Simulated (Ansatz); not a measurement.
Consider MgO in the rock salt structure (space group Fm-3m, No. 225; a = 4.214 Å).

The change: the cell is scaled by 0.9750 in all directions, atoms relaxed at fixed cell.

Calculations: PBEsol/PAW in Ansatz (a quantum-chemistry and plane-wave program), without spin-orbit coupling.

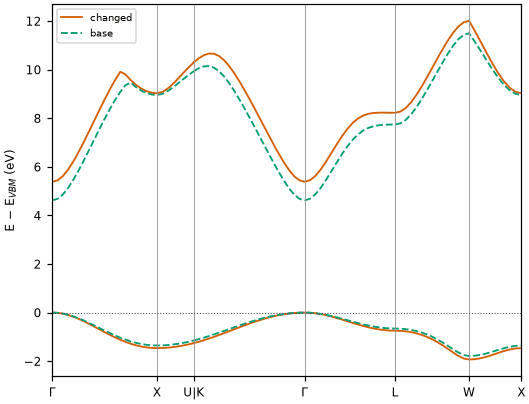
Figure: Highest valence and lowest conduction band along the path, each from its own valence-band maximum

**Question.** Read the changed gap and its character from the plot.

**Answer.** About 5.4 eV, direct at Γ.

The cells carry an imposed strain or load. Stability against distortions was not tested.
